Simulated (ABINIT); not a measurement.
# A GW chain in ABINIT: Diamond (Fd-3m, 2 atoms a cell)

Aim: the G0W0 gap of Diamond (Fd-3m, 2 atoms a cell) on PBE, step by step.

Main program and level: ABINIT 10.8.3; PBE and many-body steps on it, plane waves.

**The experiments to reproduce.**

- Gap 5.5 eV: band gap, experimental literature value; bulk crystal (quoted in “Fermi level pinning by defects can explain the large reported carbon 1s binding energy variations in diamond”, 2019, arxiv:1902.02958).

- Gap 5.47 eV: experimental band gap used as input; bulk crystal (quoted in “Enhanced Electron Emission Performance and Air‐Surface Stability in ScO‐Terminated Diamond for Thermionic Energy Converters”, 2024, pmc:11600692).

## 1. The starting structure

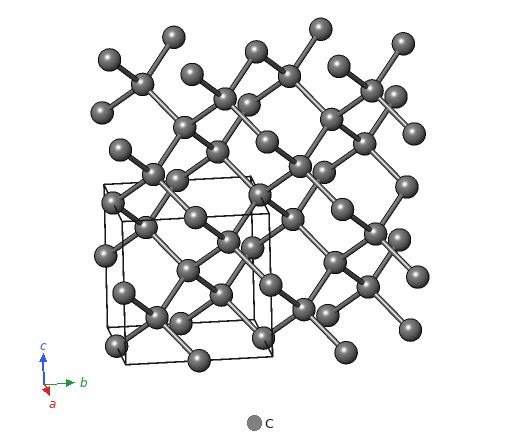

Start, viewed slightly off an axis; carbon grey. 1×2×2 cells are drawn. This picture shows the conventional cell, with its axes. Some periodic images of atoms are drawn too.

The cell and positions come from the Crystallography Open Database and are kept as given unless a step says otherwise.

## 2. Ground state

This step: ABINIT 10.8.3; DFT, PBE, plane waves, norm-conserving pseudopotentials.

The ground-state density comes first.

Contents of run.abi:

```
acell 3*1.0 Angstrom
rprim 
  -0.000000000000 1.783370000000 1.783370000000
  1.783370000000 -0.000000000000 1.783370000000
  1.783370000000 1.783370000000 0.000000000000
ntypat 1
znucl 6
natom 2
typat 1 1
xred 
  -0.000000000000 0.000000000000 0.000000000000
  0.250000000000 0.250000000000 0.250000000000
pp_dirpath "pseudos"
pseudos "C.upf"
ecut 37
ngkpt 10 10 10
nshiftk 1
shiftk 0 0 0
kptopt 1
chksymbreak 0
nband 9
occopt 1
tolvrs 1e-10
nstep 60
prtwf 0
optforces 0
optstress 0
indata_prefix "in"
outdata_prefix "out"
tmpdata_prefix "tmp"
```

Started as:

```bash
OMP_NUM_THREADS=1 mpirun -n 8 abinit run.abi > log
```

Numbers of over 12 decimals in the logs are rounded to 6 here.

What it wrote:

```text
.Version 10.8.3 of ABINIT. v10.8.2 released Aug 2026.

 Symmetries : space group Fd -3 m (#227); Bravais cF (face-center cubic)
================================================================================
 Values of the parameters that define the memory need of the present run
     intxc =       0    ionmov =       0      iscf =       7    lmnmax =       4
     lnmax =       4     mgfft =      30  mpssoang =       2    mqgrid =    3001
     natom =       2  nloc_mem =       1    nspden =       1   nspinor =       1
    nsppol =       1      nsym =      48    n1xccc =    2501    ntypat =       1
    occopt =       1   xclevel =       2
-    mband =           9        mffmem =           1         mkmem =           6
       mpw =         845          nfft =       27000          nkpt =          47
================================================================================
  Rough estimation (10% accuracy) of disk space for files :
================================================================================

--------------------------------------------------------------------------------
------------- Echo of variables that govern the present computation ------------
--------------------------------------------------------------------------------
 -outvars: echo values of preprocessed input variables --------
            acell      1.8897261259E+00  1.8897261259E+00  1.8897261259E+00 Bohr

      chksymbreak           0
             ecut      3.70000000E+01 Hartree
-          fftalg         312

              ixc     -101130
              kpt      0.00000000E+00  0.00000000E+00  0.00000000E+00
                       1.00000000E-01  0.00000000E+00  0.00000000E+00
                       2.00000000E-01  0.00000000E+00  0.00000000E+00
                       3.00000000E-01  0.00000000E+00  0.00000000E+00
                       4.00000000E-01  0.00000000E+00  0.00000000E+00
                       5.00000000E-01  0.00000000E+00  0.00000000E+00
                       1.00000000E-01  1.00000000E-01  0.00000000E+00
                       2.00000000E-01  1.00000000E-01  0.00000000E+00
                       3.00000000E-01  1.00000000E-01  0.00000000E+00
   [... 36 further rows ...]
                      -3.00000000E-01  4.00000000E-01  2.00000000E-01
                      -3.00000000E-01  5.00000000E-01  2.00000000E-01
         kptrlatt       10    0    0      0   10    0      0    0   10
          kptrlen      4.76601409E+01
P           mkmem           6
            natom           2
            nband           9
            ngfft          30      30      30
             nkpt          47
            nstep          60
             nsym          48
           ntypat           1
              occ      2.000000  2.000000  2.000000  2.000000  0.000000  0.000000
[...]
optforces           0
        optstress           0
            prtwf           0
            rprim     -0.0000000000E+00  1.7833700000E+00  1.7833700000E+00
[...]
spgroup         227

           tolvrs      1.00000000E-10

             xred      0.0000000000E+00  0.0000000000E+00  0.0000000000E+00
[...]
znucl        6.00000

================================================================================

 chkinp: Checking input parameters for consistency.

================================================================================
== DATASET  1 ==================================================================
-   mpi_nproc: 8, omp_nthreads: 1 (-1 if OMP is not activated)

--- !DatasetInfo
iteration_state: {dtset: 1, }
dimensions: {natom: 2, nkpt: 47, mband: 9, nsppol: 1, nspinor: 1, nspden: 1, mpw: 845, }
cutoff_energies: {ecut:  37.0, pawecutdg:  -1.0, }
electrons: {nelect:   8.00000000E+00, charge:   0.00000000E+00, occopt:   1.00000000E+00, tsmear:   1.00000000E-02, }

 Real(R)+Recip(G) space primitive vectors, cartesian coordinates (Bohr,Bohr^-1):
 R(1)=  0.0000000  3.3700809  3.3700809  G(1)= -0.1483644  0.1483644  0.1483644
 R(2)=  3.3700809  0.0000000  3.3700809  G(2)=  0.1483644 -0.1483644  0.1483644
 R(3)=  3.3700809  3.3700809  0.0000000  G(3)=  0.1483644  0.1483644 -0.1483644
 Unit cell volume ucvol=  7.6551017E+01 bohr^3
 Angles (23,13,12)=  6.00000000E+01  6.00000000E+01  6.00000000E+01 degrees

 getcut: wavevector=  0.0000  0.0000  0.0000  ngfft=  30  30  30
         ecut(hartree)=     37.000   => boxcut(ratio)=   2.30135

 getcut : COMMENT -
  Note that boxcut > 2.2 ; recall that boxcut=Gcut(box)/Gcut(sphere) = 2
  is sufficient for exact treatment of convolution.
  Such a large boxcut is a waste : you could raise ecut
  e.g. ecut=   48.989798 Hartrees makes boxcut=2

--- Pseudopotential description ------------------------------------------------
- C Generated using ONCVPSP code by D. R. Hamann
-  6.00000   4.00000  171031                  znucl, zion, pspdat
12 -101130 1 -1 1248                          pspcod,pspxc,lmax,lloc,mmax
     nproj     2     2
  pspatm : epsatm=    4.31346680
         --- l  ekb(1:nproj) -->
[...]
1   -4.199961   -0.877517
 pspatm: atomic psp has been read  and splines computed

   6.90154688E+01                                ecore*ucvol(ha*bohr**3)
--------------------------------------------------------------------------------

_setup2: Arith. and geom. avg. npw (full set) are     822.485     822.457

================================================================================

--- !BeginCycle
iteration_state: {dtset: 1, }
solver: {iscf: 7, nstep: 60, nline: 4, wfoptalg: 0, }
tolerances: {tolvrs: 1.00E-10, }

     iter   Etot(hartree)      deltaE(h)  residm     vres2
 ETOT  1  -12.022012644239    -1.202E+01 1.536E-01 4.594E+01
 ETOT  2  -12.037397158723    -1.538E-02 8.428E-03 1.506E-01
 ETOT  3  -12.037407731185    -1.057E-05 4.063E-03 4.423E-03
 ETOT  4  -12.037408007989    -2.768E-07 3.688E-03 5.608E-05
 ETOT  5  -12.037408010338    -2.349E-09 8.736E-04 9.324E-08
 ETOT  6  -12.037408010340    -2.011E-12 3.766E-04 3.376E-10
 ETOT  7  -12.037408010340     9.415E-14 1.630E-04 1.540E-12

 At SCF step    7       vres2   =  1.54E-12 < tolvrs=  1.00E-10 =>converged.

--- !ResultsGS
iteration_state: {dtset: 1, }
comment   : Summary of ground state results
lattice_vectors:
- [ -0.0000000,   3.3700809,   3.3700809, ]
- [  3.3700809,  -0.0000000,   3.3700809, ]
- [  3.3700809,   3.3700809,   0.0000000, ]
lattice_lengths: [   4.76601,    4.76601,    4.76601, ]
lattice_angles: [ 60.000,  60.000,  60.000, ] # degrees, (23, 13, 12)
lattice_volume:   7.6551017E+01
convergence: {deltae:  9.415E-14, res2:  1.540E-12, residm:  1.630E-04, diffor:  0.000E+00, }
etotal    :  -1.20374080E+01
entropy   :   0.00000000E+00
fermie    :   3.78251972E-01
cartesian_stress_tensor: null
pressure_GPa: null
xred      :
- [  0.0000E+00,   0.0000E+00,   0.0000E+00,  C]
- [  2.5000E-01,   2.5000E-01,   2.5000E-01,  C]
cartesian_forces: null
force_length_stats: {min: null, max: null, mean: null, }

 Integrated electronic density in atomic spheres:
 ------------------------------------------------
 Atom  Sphere_radius  Integrated_density
    1        2.00000          4.70847033
    2        2.00000          4.67055731
================================================================================

 ----iterations are completed or convergence reached----

 Mean square residual over all n,k,spin=   13.101E-07; max=  16.296E-05
 reduced coordinates (array xred) for    2 atoms
       0.000000000000      0.000000000000      0.000000000000
       0.250000000000      0.250000000000      0.250000000000
 rms dE/dt=  0.0000E+00; max dE/dt=  0.0000E+00; dE/dt below (all hartree)
    1       0.000000000000      0.000000000000      0.000000000000
    2       0.000000000000      0.000000000000      0.000000000000

 cartesian coordinates (angstrom) at end:
    1      0.000000     0.000000     0.000000
    2      0.891685     0.891685     0.891685
 length scales=  1.889726125908  1.889726125908  1.889726125908 bohr
              =  1.000000000000  1.000000000000  1.000000000000 angstroms
 prteigrs : about to open file out_EIG
 Fermi (or HOMO) energy (hartree) =   0.37825   Average Vxc (hartree)=  -0.49368
 Eigenvalues (hartree) for nkpt=  47  k points:
 kpt#   1, nband=  9, wtk=  0.00100, kpt=  0.0000  0.0000  0.0000 (reduced coord)
  -0.41145    0.37825    0.37825    0.37825    0.58499    0.58499    0.58499    0.86809
   1.08739
 prteigrs : prtvol=0 or 1, do not print more k-points.

--- !EnergyTerms
iteration_state     : {dtset: 1, }
comment             : Components of total free energy in Hartree
kinetic             :  8.47301406351088E+00
hartree             :  9.65946945363361E-01
xc                  : -4.34005573698495E+00
Ewald energy        : -1.27873442426994E+01
psp_core            :  9.01561743076947E-01
local_psp           : -4.68416309048939E+00
non_local_psp       : -5.66367692117671E-01
total_energy        : -1.20374080103402E+01
total_energy_eV     : -3.27554558769834E+02
band_energy         :  3.84676948223961E-01

== END DATASET(S) ==============================================================
================================================================================

 -outvars: echo values of variables after computation  --------
           etotal     -1.2037408010E+01
            nband           9
             nkpt          47
          spgroup         227
 [... the other variables as echoed above ...]

 Calculation completed.
```

Wall time 3.8 s (8 MPI ranks of Arm Neoverse N1, shared host); peak memory 0.46 GiB.

This step gave:

```
total energy               : -327.5546 eV
gap                        : 4.229 eV
k of the valence top       : 0, 0, 0
k of the conduction bottom : 0.4, 0.4, 0
least direct gap           : 5.626 eV
```

The gap is indirect, with the least direct gap 1.40 eV higher.

## 3. Bands along the symmetry lines

The cheap functional maps the bands first; the places of the edges decide which points the dearer methods must see.

Contents of run.abi:

```
acell 3*1.0 Angstrom
rprim 
  -0.000000000000 1.783370000000 1.783370000000
  1.783370000000 -0.000000000000 1.783370000000
  1.783370000000 1.783370000000 0.000000000000
ntypat 1
znucl 6
natom 2
typat 1 1
xred 
  -0.000000000000 0.000000000000 0.000000000000
  0.250000000000 0.250000000000 0.250000000000
pp_dirpath "pseudos"
pseudos "C.upf"
ecut 37
iscf -2
irdden 1
kptopt 0
nkpt 50
kpt 
  0.00000000 0.00000000 0.00000000
  0.06250000 0.00000000 0.06250000
  0.12500000 0.00000000 0.12500000
  0.18750000 0.00000000 0.18750000
  0.25000000 0.00000000 0.25000000
  0.31250000 0.00000000 0.31250000
  0.37500000 0.00000000 0.37500000
  0.43750000 0.00000000 0.43750000
  0.50000000 0.00000000 0.50000000
  0.51562500 0.03125000 0.51562500
  0.53125000 0.06250000 0.53125000
  0.54687500 0.09375000 0.54687500
  0.56250000 0.12500000 0.56250000
  0.57812500 0.15625000 0.57812500
  0.59375000 0.18750000 0.59375000
  0.60937500 0.21875000 0.60937500
  0.62500000 0.25000000 0.62500000
  0.37500000 0.37500000 0.75000000
  0.32812500 0.32812500 0.65625000
  0.28125000 0.28125000 0.56250000
  0.23437500 0.23437500 0.46875000
  0.18750000 0.18750000 0.37500000
  0.14062500 0.14062500 0.28125000
  0.09375000 0.09375000 0.18750000
  0.04687500 0.04687500 0.09375000
  0.00000000 0.00000000 0.00000000
  0.06250000 0.06250000 0.06250000
  0.12500000 0.12500000 0.12500000
  0.18750000 0.18750000 0.18750000
  0.25000000 0.25000000 0.25000000
  0.31250000 0.31250000 0.31250000
  0.37500000 0.37500000 0.37500000
  0.43750000 0.43750000 0.43750000
  0.50000000 0.50000000 0.50000000
  0.50000000 0.46875000 0.53125000
  0.50000000 0.43750000 0.56250000
  0.50000000 0.40625000 0.59375000
  0.50000000 0.37500000 0.62500000
  0.50000000 0.34375000 0.65625000
  0.50000000 0.31250000 0.68750000
  0.50000000 0.28125000 0.71875000
  0.50000000 0.25000000 0.75000000
  0.50000000 0.21875000 0.71875000
  0.50000000 0.18750000 0.68750000
  0.50000000 0.15625000 0.65625000
  0.50000000 0.12500000 0.62500000
  0.50000000 0.09375000 0.59375000
  0.50000000 0.06250000 0.56250000
  0.50000000 0.03125000 0.53125000
  0.50000000 0.00000000 0.50000000
istwfk *1
nband 11
nbdbuf 2
tolwfr 1e-08
nstep 40
prtwf 0
prtvol 0
indata_prefix "in"
outdata_prefix "out"
tmpdata_prefix "tmp"
```

What it wrote:

```text
.Version 10.8.3 of ABINIT. v10.8.2 released Aug 2026.

 Symmetries : space group Fd -3 m (#227); Bravais cF (face-center cubic)
[... echo of the input left out ...]
== DATASET  1 ==================================================================
-   mpi_nproc: 8, omp_nthreads: 1 (-1 if OMP is not activated)

--- !DatasetInfo
iteration_state: {dtset: 1, }
dimensions: {natom: 2, nkpt: 50, mband: 11, nsppol: 1, nspinor: 1, nspden: 1, mpw: 869, }
cutoff_energies: {ecut:  37.0, pawecutdg:  -1.0, }
electrons: {nelect:   8.00000000E+00, charge:   0.00000000E+00, occopt:   1.00000000E+00, tsmear:   1.00000000E-02, }

 Real(R)+Recip(G) space primitive vectors, cartesian coordinates (Bohr,Bohr^-1):
 R(1)=  0.0000000  3.3700809  3.3700809  G(1)= -0.1483644  0.1483644  0.1483644
 R(2)=  3.3700809  0.0000000  3.3700809  G(2)=  0.1483644 -0.1483644  0.1483644
 R(3)=  3.3700809  3.3700809  0.0000000  G(3)=  0.1483644  0.1483644 -0.1483644
 Unit cell volume ucvol=  7.6551017E+01 bohr^3
 Angles (23,13,12)=  6.00000000E+01  6.00000000E+01  6.00000000E+01 degrees

 getcut: wavevector=  0.0000  0.0000  0.0000  ngfft=  30  30  30
         ecut(hartree)=     37.000   => boxcut(ratio)=   2.30135

 getcut : COMMENT -
  Note that boxcut > 2.2 ; recall that boxcut=Gcut(box)/Gcut(sphere) = 2
  is sufficient for exact treatment of convolution.
  Such a large boxcut is a waste : you could raise ecut
  e.g. ecut=   48.989798 Hartrees makes boxcut=2

--- Pseudopotential description ------------------------------------------------
- C Generated using ONCVPSP code by D. R. Hamann
-  6.00000   4.00000  171031                  znucl, zion, pspdat
12 -101130 1 -1 1248                          pspcod,pspxc,lmax,lloc,mmax
     nproj     2     2
  pspatm : epsatm=    4.31346680
         --- l  ekb(1:nproj) -->
             0    6.481548    0.385504
             1   -4.199961   -0.877517
 pspatm: atomic psp has been read  and splines computed

--------------------------------------------------------------------------------

================================================================================
 prteigrs : about to open file out_EIG
 Non-SCF case, kpt    1 (  0.00000  0.00000  0.00000), residuals and eigenvalues=
  1.15E-09  2.46E-09  4.10E-09  2.15E-09  4.34E-09  5.45E-09  5.76E-09  7.98E-09
  1.34E-09  3.49E-05  6.89E-05
 -4.1145E-01  3.7825E-01  3.7825E-01  3.7825E-01  5.8499E-01  5.8499E-01
  5.8499E-01  8.6809E-01  1.0874E+00  1.3653E+00  1.3654E+00
 Non-SCF case, kpt    2 (  0.06250  0.00000  0.06250), residuals and eigenvalues=
  7.88E-10  1.10E-09  7.57E-09  2.53E-09  1.51E-09  8.03E-09  2.52E-09  3.02E-09
[...]
-4.0615E-01  3.5790E-01  3.5790E-01  3.6537E-01  5.8087E-01  6.0988E-01
  6.0988E-01  8.7151E-01  1.0967E+00  1.2471E+00  1.3838E+00
 Non-SCF case, kpt    3 (  0.12500  0.00000  0.12500), residuals and eigenvalues=
  7.80E-09  1.48E-09  6.89E-09  3.60E-09  1.79E-09  4.36E-09  6.20E-09  7.96E-09
[...]
-3.9029E-01  3.1478E-01  3.1478E-01  3.2957E-01  5.7006E-01  6.6644E-01
  6.6644E-01  8.6803E-01  1.1220E+00  1.1457E+00  1.3923E+00
[...]
Non-SCF case, kpt   49 (  0.50000  0.03125  0.53125), residuals and eigenvalues=
[...]
-9.0410E-02 -9.0410E-02  1.4321E-01  1.4321E-01  5.6108E-01  5.6108E-01
  9.9380E-01  9.9380E-01  1.2288E+00  1.2288E+00  1.5680E+00
 Non-SCF case, kpt   50 (  0.50000  0.00000  0.50000), residuals and eigenvalues=
[...]
-9.1260E-02 -9.1260E-02  1.4617E-01  1.4617E-01  5.5561E-01  5.5561E-01
  9.9637E-01  9.9637E-01  1.2321E+00  1.2321E+00  1.5741E+00

--- !ResultsGS
iteration_state: {dtset: 1, }
comment   : Summary of ground state results
lattice_vectors:
- [ -0.0000000,   3.3700809,   3.3700809, ]
- [  3.3700809,  -0.0000000,   3.3700809, ]
- [  3.3700809,   3.3700809,   0.0000000, ]
lattice_lengths: [   4.76601,    4.76601,    4.76601, ]
lattice_angles: [ 60.000,  60.000,  60.000, ] # degrees, (23, 13, 12)
lattice_volume:   7.6551017E+01
convergence: {deltae:  0.000E+00, res2:  0.000E+00, residm:  9.813E-09, diffor:  0.000E+00, }
etotal    :  -1.20374080E+01
entropy   :   0.00000000E+00
fermie    :   3.78251972E-01
cartesian_stress_tensor: null
pressure_GPa: null
xred      :
- [  0.0000E+00,   0.0000E+00,   0.0000E+00,  C]
- [  2.5000E-01,   2.5000E-01,   2.5000E-01,  C]
cartesian_forces: null
force_length_stats: {min: null, max: null, mean: null, }

 Integrated electronic density in atomic spheres:
 ------------------------------------------------
 Atom  Sphere_radius  Integrated_density
[...]
================================================================================

 ----iterations are completed or convergence reached----

 Mean square residual over all n,k,spin=   37.436E-10; max=  98.133E-10
 reduced coordinates (array xred) for    2 atoms
[...]
cartesian coordinates (angstrom) at end:
    1      0.000000     0.000000     0.000000
    2      0.891685     0.891685     0.891685
 length scales=  1.889726125908  1.889726125908  1.889726125908 bohr
              =  1.000000000000  1.000000000000  1.000000000000 angstroms
 prteigrs : about to open file out_EIG
 Eigenvalues (hartree) for nkpt=  50  k points:
 kpt#   1, nband= 11, wtk=  1.00000, kpt=  0.0000  0.0000  0.0000 (reduced coord)
[...]
kpt#   2, nband= 11, wtk=  1.00000, kpt=  0.0625  0.0000  0.0625 (reduced coord)
[...]
kpt#   3, nband= 11, wtk=  1.00000, kpt=  0.1250  0.0000  0.1250 (reduced coord)
[...]
kpt#  49, nband= 11, wtk=  1.00000, kpt=  0.5000  0.0313  0.5313 (reduced coord)
  -0.09041   -0.09041    0.14321    0.14321    0.56108    0.56108    0.99380    0.99380
   1.22880    1.22880    1.56797
 kpt#  50, nband= 11, wtk=  1.00000, kpt=  0.5000  0.0000  0.5000 (reduced coord)
  -0.09126   -0.09126    0.14617    0.14617    0.55561    0.55561    0.99637    0.99637
   1.23206    1.23206    1.57409

== END DATASET(S) ==============================================================
================================================================================

 -outvars: echo values of variables after computation  --------
            nband          11
             nkpt          50
          spgroup         227
 [... the other variables as echoed above ...]

 Calculation completed.
```

It took 3.1 s on 8 MPI ranks; peak memory 0.42 GiB.

Numbers from this step:

```
gap                        : 4.190 eV
k of the valence top       : 0, 0, 0
k of the conduction bottom : 0.375, 0, 0.375
least direct gap           : 5.626 eV
```

The gap is 4.190 eV, −0.039 eV from the run before at this level.

Electronic bands along the path, in eV, zero at the top of the highest filled band; v1 is the highest filled band, c1 the lowest empty one:

| point | v4 | v3 | v2 | v1 | c1 | c2 | c3 | c4 |
| --- | --- | --- | --- | --- | --- | --- | --- | --- |
| Γ | -21.49 | 0.00 | 0.00 | 0.00 | 5.63 | 5.63 | 5.63 | 13.33 |
| X | -12.78 | -12.78 | -6.32 | -6.32 | 4.83 | 4.83 | 16.82 | 16.82 |
| U | -12.99 | -11.74 | -9.33 | -5.38 | 5.74 | 10.80 | 14.40 | 15.64 |
| jump to K | -12.99 | -11.74 | -9.33 | -5.38 | 5.74 | 10.80 | 14.40 | 15.64 |
| Γ | -21.49 | 0.00 | 0.00 | 0.00 | 5.63 | 5.63 | 5.63 | 13.33 |
| L | -15.71 | -13.39 | -2.81 | -2.81 | 8.52 | 8.52 | 8.90 | 15.71 |
| W | -11.99 | -11.99 | -8.33 | -8.33 | 10.68 | 10.68 | 12.35 | 12.35 |
| X | -12.78 | -12.78 | -6.32 | -6.32 | 4.83 | 4.83 | 16.82 | 16.82 |

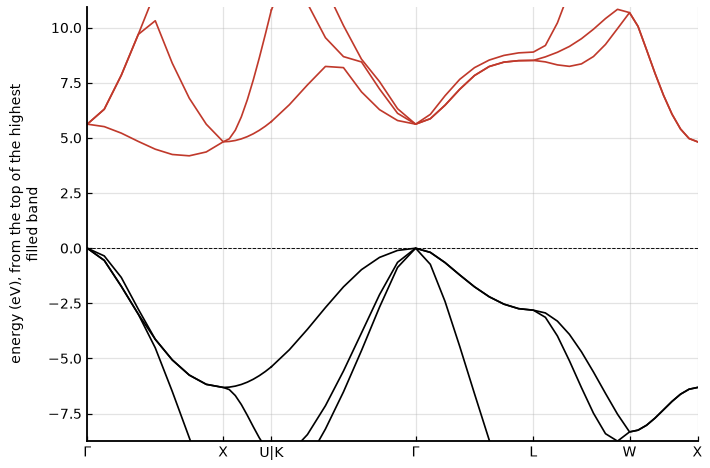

Electronic bands along the path; lines of filled and empty bands in two colours.

(Continued in part 2 of 2.)

[Paths, hosts, dates, memory and timing lines, banners, echoed tables and standing remarks are left out of the program output.]

[Logs are printed without paths, hosts, clocks, repeated set-up lines and the standing remarks that a program may print on its own settings, such as how far it seeks lower states.]

[Runs of the session that timed out or met a known fault of the program may be left out.]

[Hosts, paths, dates, database ids (printed as entryN), source tags and the programs' standing remarks are cut or masked in the printed files.]

[G0W0 gaps are taken among the corrected bands and points alone; a level outside them can change the order at an edge.]

[Where Ansatz stands beside ABINIT at settings called matched, ABINIT's density can come from a denser mesh and the files from another edition; pairs whose starting gaps differed by over 0.03 eV were left out, so agreement reads better than it is.]
